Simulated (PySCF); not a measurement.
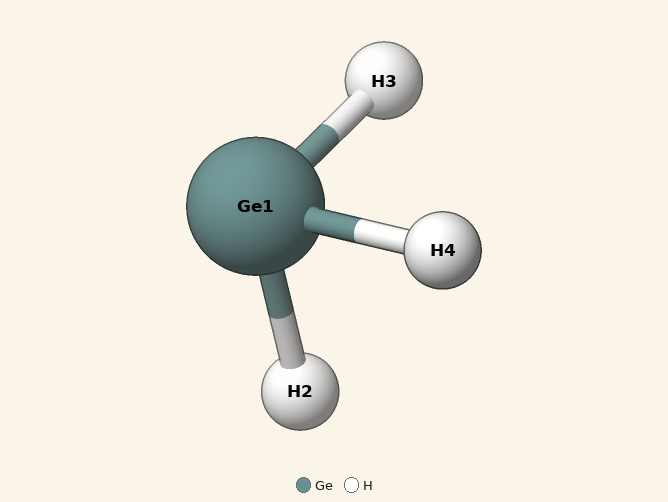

State: charge −1, singlet. Computed geometry: GFN2-xTB optimisation. No frequency run is at hand to confirm it as a minimum. Level of theory: B3LYP/pcJ-1 (pcSseg-1 on Ge) indirect spin-spin coupling, non-relativistic, gas phase (PySCF 2.14.0). Isotopes: 1H.

Give the spin–spin coupling constants of these pairs, with the number of bonds between them: H2/H4, H2/H3, H3/H4.

```tsv
pair	bonds apart	J (Hz)
H2, H4	2	−10.2
H2, H3	2	−10.2
H3, H4	2	−10.2
```

The geometry is semi-empirical. Around Ge such bond lengths and angles can be off by a tenth of an ångström or more and by several degrees, and values that hang on the shape move with them.
